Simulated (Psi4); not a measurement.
# A workflow on C2HF2 (SMILES [CH]=C(F)F)

Wanted: a geometry optimisation (doublet C2HF2, UB3LYP/def2-SVPD), then the energy (singlet [C2HF2]+, B3LYP/def2-SVPD), then a structure relaxation (singlet [C2HF2]+, B3LYP/def2-SVPD), then a single-point energy (singlet [C2HF2]−, B3LYP/def2-SVPD), then a structure relaxation (singlet [C2HF2]−, B3LYP/def2-SVPD) of C2HF2. 

The calculation is run with Psi4 1.11.

## (1) The system as given

C2HF2 has 5 atoms, charge 0, and is taken as a doublet. SMILES: `[CH]=C(F)F`. The coordinates come from a PBE0-D4/def2-TZVP relaxation. The run starts from this shape.

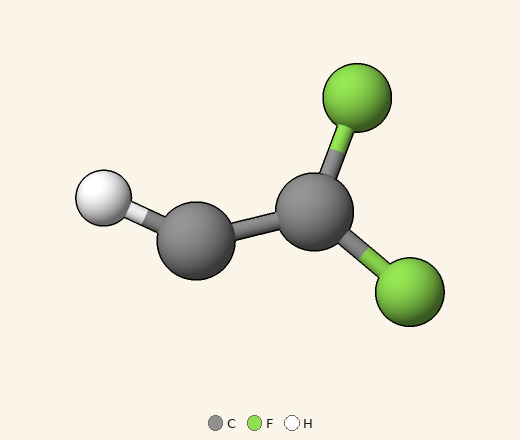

The structure, seen from a chosen angle (carbon grey, fluorine green, hydrogen white).

## (2) A geometry optimisation at UB3LYP/def2-SVPD (density fitting) (run 1)

Input file c2hf2.inp:

```
memory 1600 mb

molecule {
  0 2
  C     -0.028200     0.912700    -0.014900
  C      0.163600    -0.366100     0.124600
  F      1.043800    -0.911700     0.932500
  F     -0.492600    -1.313200    -0.520300
  H     -0.636600     1.604500    -0.563400
  symmetry c1
}

set {
  basis def2-SVPD
  reference uks
}

E, wfn = optimize("b3lyp", return_wfn=True)
```

Launch:

```sh
$ psi4 c2hf2.inp c2hf2.out -n 1
```

c2hf2.out:

```text
[...]
  Running in c1 symmetry.
[...]
  Nuclear repulsion =  109.976039922827638
[...]
  Multiplicity = 2
[...]
  Nalpha       = 16
  Nbeta        = 15
[...]
    Number of basis functions: 94
[...]
   @DF-UKS iter   1:  -276.06065713104363   -1.69610e-01   5.25435e-03 ADIIS/DIIS
[...]
   @DF-UKS iter   7:  -276.18110301336395   -6.42331e-12   9.89029e-09 DIIS
[...]
   @S^2 Observed:                7.591267560E-01
[...]
  @DF-UKS Final Energy:  -276.18110301336395
   => Energetics <=
    Nuclear Repulsion Energy =            109.1330255095624722
    One-Electron Energy =                -596.8554875408957514
    Two-Electron Energy =                 237.4135185899829423
    DFT Exchange-Correlation Energy =     -25.8721595720136186
    Empirical Dispersion Energy =           0.0000000000000000
    VV10 Nonlocal Energy =                  0.0000000000000000
    Total Energy =                       -276.1811030133639520
[...]
 Multipole Moments:
 ------------------------------------------------------------------------------------
     Multipole            Electronic (a.u.)      Nuclear  (a.u.)        Total (a.u.)
 ------------------------------------------------------------------------------------
 L = 1.  Multiply by 2.5417464519 to convert [e a0] to [Debye]
 Dipole X            :          0.7242846           -0.9510973           -0.2268127
 Dipole Y            :         -2.6432255            3.1183839            0.4751584
 Dipole Z            :          0.5957652           -0.7938645           -0.1980993
 Magnitude           :                                                    0.5625503
[...]
  -Total Gradient:
     Atom            X                  Y                   Z
    ------   -----------------  -----------------  -----------------
       1       -0.000014173485    -0.000009789068     0.000094456855
       2        0.000217811921     0.000066877723    -0.000266212986
       3       -0.000057181285    -0.000082026860     0.000126657001
       4       -0.000050140428    -0.000067036798     0.000097931703
       5       -0.000013996557    -0.000062603892     0.000031813717
[...]
    Final optimized geometry and variables:
    Molecular point group: c1
    Full point group: C1
    Geometry (in Angstrom), charge = 0, multiplicity = 2:
    C           -0.213324982217     1.464066805941    -0.154154990171
    C           -0.017740601726     0.177067295903    -0.012596435676
    F            0.868495279631    -0.371934892518     0.803127767364
    F           -0.678851195476    -0.779643365207    -0.660494309293
    H           -0.823702264114     2.167577428326    -0.703287582762
    Psi4 run time: 0:00:28.78
[...]
```

Standard output:

```text
Optimizer: Optimization complete!
```

Wall time 30 s (1 thread of Intel Xeon 6975P-C (Granite Rapids), shared host); peak memory 0.55 GiB.

The path in brief:

```tsv
step	energy from the first frame kept (eV)	largest force (eV/Å)
0	0.0000	0.5355
1	-0.0103	0.2069
2	-0.0105	0.0577
3	-0.0105	0.0081
4	-0.0105	0.0180
```

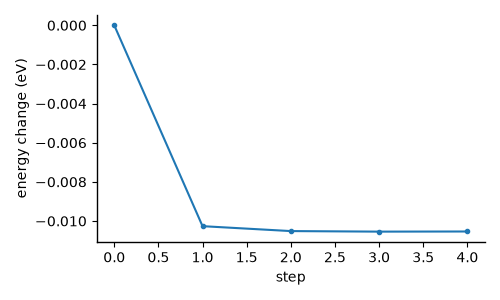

Energy along the run.

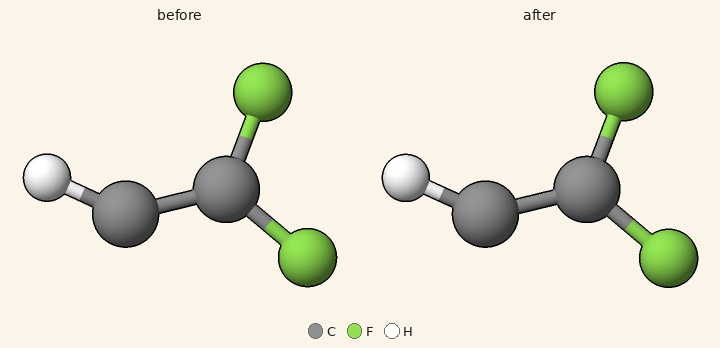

Before and after, at one scale.

After the run. Bond lengths: C1–C2 1.309 Å, C2–F3 1.324 Å, C2–F4 1.331 Å, C1–H5 1.081 Å. Angles: C1–C2–F3 125.0°, C1–C2–F4 125.4°, F3–C2–F4 109.5°, C2–C1–H5 141.1°.

## (3) The singlet cation: a single-point energy at B3LYP/def2-SVPD (density fitting) (run 2)

Input file input.dat:

```
memory 1600 MB

molecule {
  1 1
  C     -0.05954716     1.74410950    -0.03397539
  C      0.31005492    -0.68796613     0.23353235
  F      1.98479825    -1.72542956     1.77502731
  F     -0.93926380    -2.49588790    -0.99081742
  H     -1.21299252     3.07355261    -1.07168447
  units au
  symmetry c1
}

set basis def2-SVPD
set reference rks

e_tot = energy('b3lyp')
print_variables()
```

Launch:

```sh
$ psi4 -i input.dat -o output.dat -n 1
```

output.dat:

```text
[...]
  Running in c1 symmetry.
[...]
  Nuclear repulsion =  109.133022109656181
[...]
  Multiplicity = 1
[...]
  Nalpha       = 15
  Nbeta        = 15
[...]
    Number of basis functions: 94
[...]
   @DF-RKS iter   1:  -275.72983589067258    1.20032e-01   3.17737e-03 ADIIS/DIIS
[...]
   @DF-RKS iter   9:  -275.76235370767222   -1.12824e-08   2.99798e-07 DIIS
[...]
    Orbital Energies [Eh]
    ---------------------
    Doubly Occupied:
       1A    -25.043888     2A    -25.027306     3A    -10.705843
       4A    -10.647382     5A     -1.566608     6A     -1.502454
       7A     -1.126108     8A     -0.928748     9A     -0.878487
      10A     -0.856772    11A     -0.817718    12A     -0.745334
      13A     -0.731530    14A     -0.714505    15A     -0.611963
[...]
  @DF-RKS Final Energy:  -275.76235370767222
   => Energetics <=
    Nuclear Repulsion Energy =            109.1330221096561814
    One-Electron Energy =                -587.6326910088762361
    Two-Electron Energy =                 228.2908823413226287
    DFT Exchange-Correlation Energy =     -25.5535671497747607
    Empirical Dispersion Energy =           0.0000000000000000
    VV10 Nonlocal Energy =                  0.0000000000000000
    Total Energy =                       -275.7623537076722187
[...]
 Multipole Moments:
 ------------------------------------------------------------------------------------
     Multipole            Electronic (a.u.)      Nuclear  (a.u.)        Total (a.u.)
 ------------------------------------------------------------------------------------
 L = 1.  Multiply by 2.5417464519 to convert [e a0] to [Debye]
 Dipole X            :          0.5243697           -0.9510975           -0.4267279
 Dipole Y            :         -0.9680855            3.1183838            2.1502983
 Dipole Z            :          0.4599330           -0.7938643           -0.3339313
 Magnitude           :                                                    2.2175188
[...]
```

Run time: 4.2 s. Hardware: 1 thread of Intel Xeon 6975P-C (Granite Rapids), shared host; peak memory 0.5 GiB.

## (4) The singlet cation: a structure relaxation at B3LYP/def2-SVPD (density fitting) (run 3)

Input file calc.inp:

```
memory 1600 mb

molecule {
  1 1
  C     -0.031511     0.922943    -0.017979
  C      0.164074    -0.364056     0.123580
  F      1.050310    -0.913058     0.939304
  F     -0.497037    -1.320767    -0.524318
  H     -0.641888     1.626454    -0.567111
  symmetry c1
}

set geom_maxiter 50

E = opt("b3lyp/def2-SVPD")
```

Launch:

```sh
$ psi4 calc.inp calc.out -n 1
```

calc.out:

```text
Psi4 1.11 release

gradient() will perform analytic gradient computation.

   => Loading Basis Set <=

    Name: DEF2-SVPD
    Role: ORBITAL
    Keyword: BASIS

         ---------------------------------------------------------
                                   SCF
                              RKS Reference
                        1 Threads,   1525 MiB Core
         ---------------------------------------------------------

  ==> Geometry <==

    Molecular point group: c1
    Full point group: C1

    Geometry (in Angstrom), charge = 1, multiplicity = 1:

[... 156 lines left out ...]
   @DF-RKS iter   8:  -275.76235369708689   -4.53909e-07   1.33258e-06 DIIS
[... 44 lines left out ...]
    DFT Exchange-Correlation Energy =     -25.5535673859304922
[... 150 lines left out ...]
	  Convergence Criteria     1.00e-06 *    3.00e-04 *             o    1.20e-03 *             o~
[... 180 lines left out ...]
   @DF-RKS iter   2:  -275.79458235826104    2.98780e-09   1.67475e-06 DIIS
[... 44 lines left out ...]
    DFT Exchange-Correlation Energy =     -25.5905449032851031
[... 119 lines left out ...]
	  Convergence Criteria     1.00e-06 *    3.00e-04 *             o    1.20e-03 *             o
[... 25 lines left out ...]
PsiException: Could not converge geometry optimization in 50 iterations.

psi4.driver.p4util.exceptions.OptimizationConvergenceError: Could not converge geometry optimization in 50 iterations.

Printing out the relevant lines from the Psithon --> Python processed input file:
      H     -0.641888     1.626454    -0.567111
      symmetry c1
    """)
    core.IO.set_default_namespace("")
    core.set_global_option("GEOM_MAXITER", 50)
--> E = opt("b3lyp/def2-SVPD")

!-------------------------------------------------------------!
!                                                             !
!  Could not converge geometry optimization in 50 iterations. !
!                                                             !
!-------------------------------------------------------------!

    Psi4 run time: 0:02:07.99

[set-up sections that repeat, and orbital energies of the middle runs, are left out above]
```

It took 2.2 min on 1 thread of Intel Xeon 6975P-C (Granite Rapids), shared host; peak memory 0.54 GiB.

The run stopped without converging.

## (5) The singlet anion: a single-point energy at B3LYP/def2-SVPD (density fitting) (run 4)

Input file run.py:

```python
import psi4

psi4.set_memory(1600000000)
psi4.set_num_threads(1)
psi4.set_output_file('output.dat', False)

molecule = psi4.geometry("""
-1 1
C     -0.05954716     1.74410950    -0.03397539
C      0.31005492    -0.68796613     0.23353235
F      1.98479825    -1.72542956     1.77502731
F     -0.93926380    -2.49588790    -0.99081742
H     -1.21299252     3.07355261    -1.07168447
units bohr
symmetry c1
""")

psi4.set_options(dict(basis='def2-SVPD'))

e = psi4.energy("b3lyp", molecule=molecule)
print(f'total energy {e:.8f} hartree = {e * 27.211386:.5f} eV')
```

Launch:

```sh
$ python run.py
```

output.dat:

```text
[...]
  Running in c1 symmetry.
[...]
  Nuclear repulsion =  109.133022109656181
[...]
  Multiplicity = 1
[...]
  Nalpha       = 16
  Nbeta        = 16
[...]
    Number of basis functions: 94
[...]
   @DF-RKS iter   1:  -275.85365798987459   -3.79048e-03   8.78390e-03 DIIS/ADIIS
[...]
   @DF-RKS iter  11:  -276.22388482153252   -3.67396e-09   3.11880e-07 DIIS
[...]
    Orbital Energies [Eh]
    ---------------------
    Doubly Occupied:
       1A    -24.508584     2A    -24.503831     3A    -10.093000
       4A     -9.901675     5A     -1.047663     6A     -0.987007
       7A     -0.499341     8A     -0.399211     9A     -0.356480
      10A     -0.303121    11A     -0.271566    12A     -0.234890
      13A     -0.215642    14A     -0.202505    15A     -0.009832
      16A      0.050339
[...]
  @DF-RKS Final Energy:  -276.22388482153252
   => Energetics <=
    Nuclear Repulsion Energy =            109.1330221096561814
    One-Electron Energy =                -605.0075317023324715
    Two-Electron Energy =                 245.7561686470550342
    DFT Exchange-Correlation Energy =     -26.1055438759112590
    Empirical Dispersion Energy =           0.0000000000000000
    VV10 Nonlocal Energy =                  0.0000000000000000
    Total Energy =                       -276.2238848215325220
[...]
 Multipole Moments:
 ------------------------------------------------------------------------------------
     Multipole            Electronic (a.u.)      Nuclear  (a.u.)        Total (a.u.)
 ------------------------------------------------------------------------------------
 L = 1.  Multiply by 2.5417464519 to convert [e a0] to [Debye]
 Dipole X            :          0.8289306           -0.9510975           -0.1221669
 Dipole Y            :         -4.7575718            3.1183838           -1.6391880
 Dipole Z            :          0.6285873           -0.7938643           -0.1652770
 Magnitude           :                                                    1.6520225
[...]
```

On the terminal:

```text
total energy -276.22388482 hartree = -7516.43475 eV
```

It took 4.2 s on 1 thread of Intel Xeon 6975P-C (Granite Rapids), shared host; peak memory 0.5 GiB.

## (6) The singlet anion: a structure relaxation at B3LYP/def2-SVPD (density fitting) (run 5)

Input file c2hf2.in:

```
memory 1600 MB

molecule system {
  -1 1
  C     -0.031511     0.922943    -0.017979
  C      0.164074    -0.364056     0.123580
  F      1.050310    -0.913058     0.939304
  F     -0.497037    -1.320767    -0.524318
  H     -0.641888     1.626454    -0.567111
  symmetry c1
}

set {
  basis def2-SVPD
  geom_maxiter 50
}

result = opt('b3lyp')
```

Launch:

```sh
$ psi4 c2hf2.in c2hf2.out -n 1
```

c2hf2.out:

```text
[...]
  Running in c1 symmetry.
[...]
  Nuclear repulsion =  109.133022075513651
[...]
  Multiplicity = 1
[...]
  Nalpha       = 16
  Nbeta        = 16
[...]
    Number of basis functions: 94
[...]
   @DF-RKS iter   1:  -275.85365798937767   -3.79035e-03   8.78390e-03 DIIS/ADIIS
[...]
   @DF-RKS iter   7:  -276.24977781970796   -4.54747e-12   5.15926e-09 DIIS
[...]
  @DF-RKS Final Energy:  -276.24977781970796
   => Energetics <=
    Nuclear Repulsion Energy =            106.1319755921203694
    One-Electron Energy =                -599.2159788680422707
    Two-Electron Energy =                 242.8926366510672779
    DFT Exchange-Correlation Energy =     -26.0584111948533454
    Empirical Dispersion Energy =           0.0000000000000000
    VV10 Nonlocal Energy =                  0.0000000000000000
    Total Energy =                       -276.2497778197079583
[...]
 Multipole Moments:
 ------------------------------------------------------------------------------------
     Multipole            Electronic (a.u.)      Nuclear  (a.u.)        Total (a.u.)
 ------------------------------------------------------------------------------------
 L = 1.  Multiply by 2.5417464519 to convert [e a0] to [Debye]
 Dipole X            :          0.7334994           -0.9460723           -0.2125728
 Dipole Y            :         -4.4794288            2.9121712           -1.5672576
 Dipole Z            :          0.5468013           -0.7952558           -0.2484545
 Magnitude           :                                                    1.6010038
[...]
  -Total Gradient:
     Atom            X                  Y                   Z
    ------   -----------------  -----------------  -----------------
       1        0.000014278361     0.000017019861     0.000015747436
       2        0.000118732178     0.000040909864     0.000103183335
       3        0.000027651932     0.000069615125     0.000032054368
       4        0.000047987688    -0.000050799544     0.000045384809
       5        0.000032498543    -0.000039593176     0.000030884804
[...]
    Final optimized geometry and variables:
    Molecular point group: c1
    Full point group: C1
    Geometry (in Angstrom), charge = -1, multiplicity = 1:
    C           -0.104311982017     1.564875730794    -0.048617340263
    C           -0.012459547565     0.260824769384    -0.003526580615
    F            0.844408610650    -0.497696658853     0.775826804680
    F           -0.723567876825    -0.753474488542    -0.701839976165
    H           -0.887577303700     1.847391979855    -0.773849151771
    Psi4 run time: 0:00:26.70
[...]
```

On the terminal:

```text
Optimizer: Optimization complete!
```

It took 28 s on 1 thread of Intel Xeon 6975P-C (Granite Rapids), shared host; peak memory 0.54 GiB.

Step by step:

```tsv
step	energy from the first frame kept (eV)	largest force (eV/Å)
0	0.0000	5.8470
1	-0.5234	1.8551
2	-0.6910	1.0171
3	-0.7011	0.4224
4	-0.7034	0.1591
5	-0.7044	0.0518
6	-0.7046	0.0161
7	-0.7046	0.0084
```

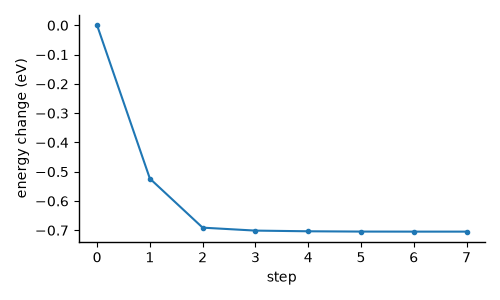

Energy along the run.

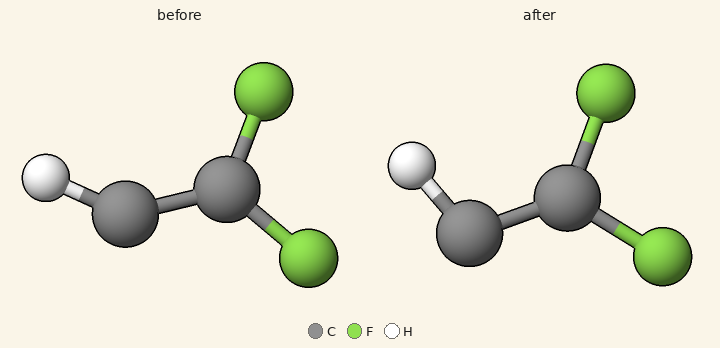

Before and after, at one scale.

After the run. Bond lengths: C1–C2 1.308 Å, C2–F3 1.385 Å, C2–F4 1.422 Å, C1–H5 1.104 Å. Angles: C1–C2–F3 127.5°, C1–C2–F4 131.2°, F3–C2–F4 101.3°, C2–C1–H5 109.1°.

## (7) Results

| quantity | value |
| --- | --- |
| run 1, UB3LYP/def2-SVPD: total energy at the end | -276.18110 Eh |
| run 1, UB3LYP/def2-SVPD: dipole moment | 1.43 D |
| run 1, UB3LYP/def2-SVPD: HOMO energy (highest over α and β) | -7.78 eV |
| run 1, UB3LYP/def2-SVPD: LUMO energy (lowest over α and β) | -3.70 eV |
| run 1, UB3LYP/def2-SVPD: ⟨S²⟩ | 0.759 |
| singlet cation, run 2: total energy | -275.76235 Eh |
| singlet cation, run 2: HOMO energy | -16.65 eV |
| singlet cation, run 2: LUMO energy | -14.31 eV |
| singlet cation, run 2: HOMO–LUMO gap | 2.35 eV |
| singlet anion, run 4: total energy | -276.22388 Eh |
| singlet anion, run 4: HOMO energy | 1.37 eV |
| singlet anion, run 4: LUMO energy | 5.00 eV |
| singlet anion, run 4: HOMO–LUMO gap (to an unbound level, set by the basis) | 3.63 eV |
| singlet anion, run 5: total energy at the end | -276.24978 Eh |
| singlet anion, run 5: HOMO energy | 0.01 eV |
| singlet anion, run 5: LUMO energy | 4.98 eV |
| singlet anion, run 5: HOMO–LUMO gap (to an unbound level, set by the basis) | 4.97 eV |
| singlet cation, run 3 | no result (not converged) |
| adiabatic electron affinity (to the singlet anion, no zero-point term) | 1.869 eV |

The adiabatic electron affinity (to the singlet anion, no zero-point term) is 1.87 eV (180 kJ/mol). The optimisation (run 1, UB3LYP/def2-SVPD) took 5 steps and changed the energy by -0.011 eV. The HOMO (singlet anion, run 4) lies at positive energy, 1.37 eV; only total energies tell whether the electron is bound. The optimisation (singlet anion, run 5) took 8 steps and changed the energy by -0.705 eV. The HOMO (singlet anion, run 5) lies at positive energy, 0.01 eV; only total energies tell whether the electron is bound. 1 of the 5 runs did not end normally.
